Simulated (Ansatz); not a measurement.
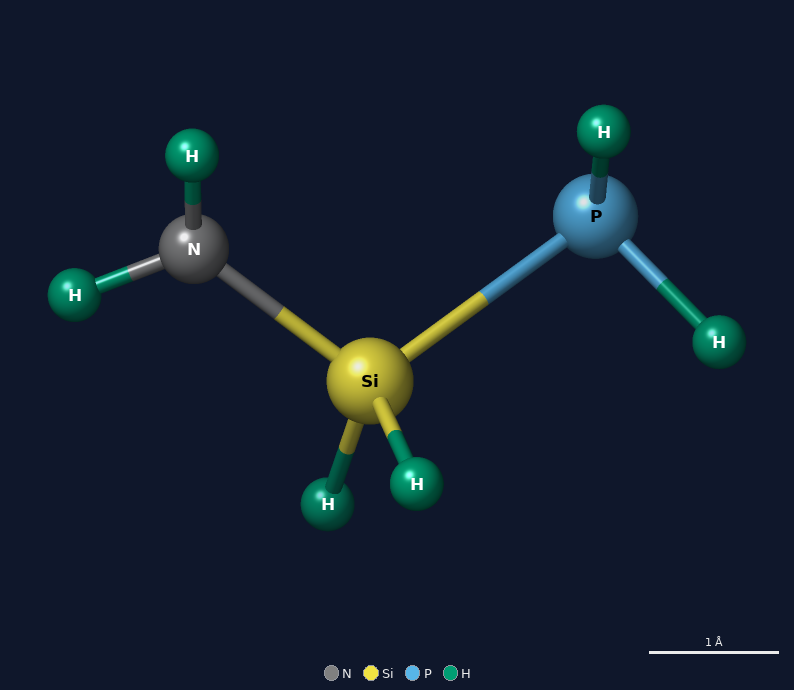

A ball-and-stick model of a molecule.

Computed geometry: PBE0-D4/def2-TZVP optimisation.

Description:

It has 9 atoms: 6 hydrogen, 1 nitrogen, 1 phosphorus and 1 silicon (H6NPSi). As SMILES it reads `N[SiH2]P`. It has no ring. Among its groups: Si–H bond, Si–N bond. The point group is C1. Coordination, clear cases only: 1 Si tetrahedral; 1 P trigonal pyramidal.

The parts below concern this one geometry. Atoms keep their numbers from picture to picture.

**Dipole moment**

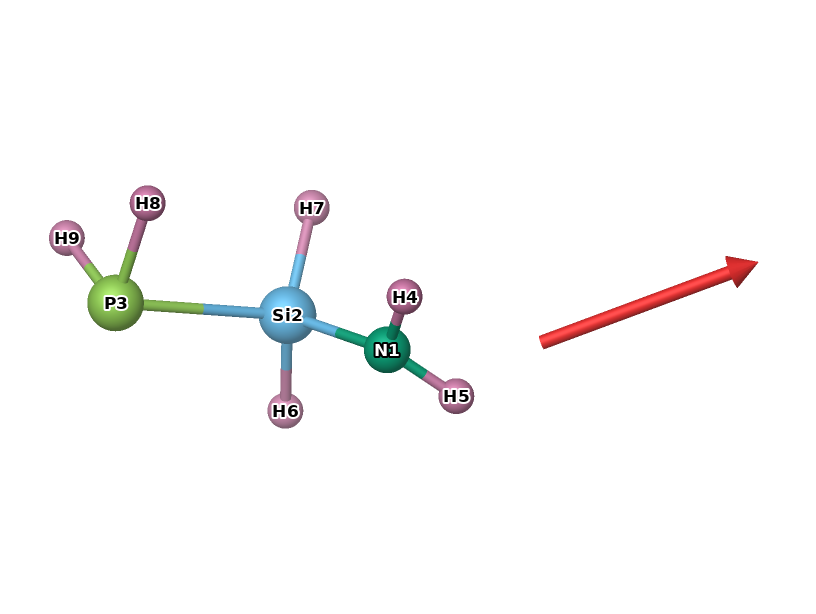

The arrow beside the molecule shows the direction of the dipole moment, from the negative to the positive end (its length means nothing). Properties computed with RKS r2SCAN-D4/def2-TZVPP (Ansatz 0.2.0).

Estimate the dipole moment.

1.79 D; it points from the side of H9 to the side of H4, H5 (the outermost atoms at the two ends).

**Charges**

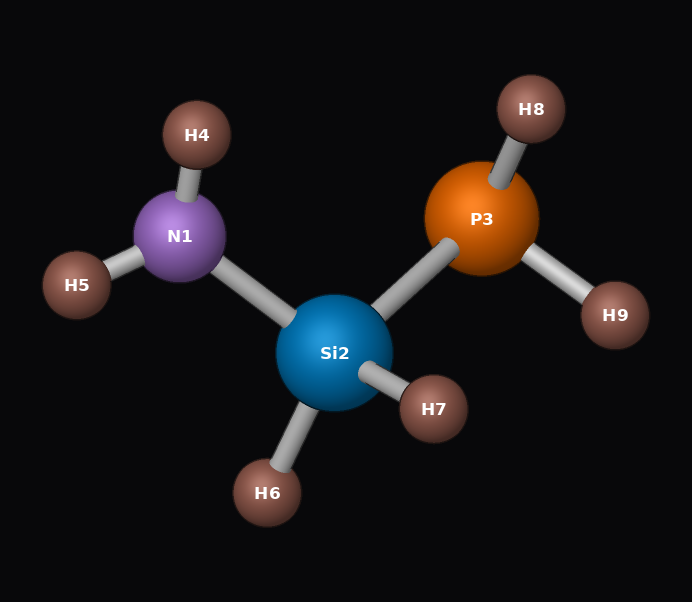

The questions are on Mulliken charges. Properties computed with RKS PBE0-D4/def2-TZVP (Ansatz 0.2.0).

List the Mulliken charges.

```csv
atom,value (e)
N1,−0.63
Si2,0.31
P3,−0.26
H4,0.24
H5,0.24
H6,−0.03
H7,−0.04
H8,0.08
H9,0.08
```

**Vibrations**

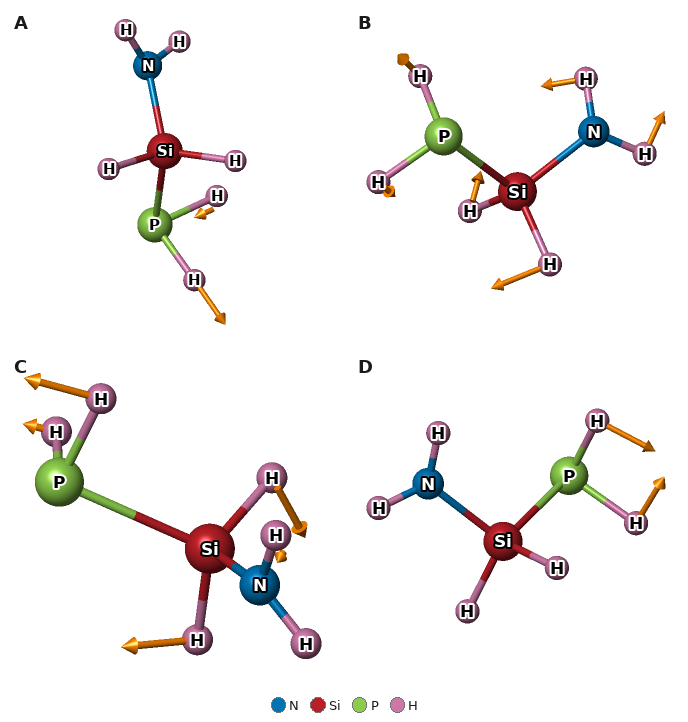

4 normal modes of one molecule or complex, as arrows. Harmonic vibrations computed with RKS PBE0-D4/def2-TZVP (Ansatz 0.2.0) at a stationary point of the same level.

Match the panels to the wavenumbers 468 cm⁻¹, 619 cm⁻¹, 1086 cm⁻¹, 2402 cm⁻¹.

A: 2402 cm⁻¹, out-of-phase stretching of 2 P–H bonds
B: 619 cm⁻¹, angle bending
C: 468 cm⁻¹, angle bending
D: 1086 cm⁻¹, H–P–H bending

Mulliken values depend strongly on the basis set and can even reverse the polarity of a bond.
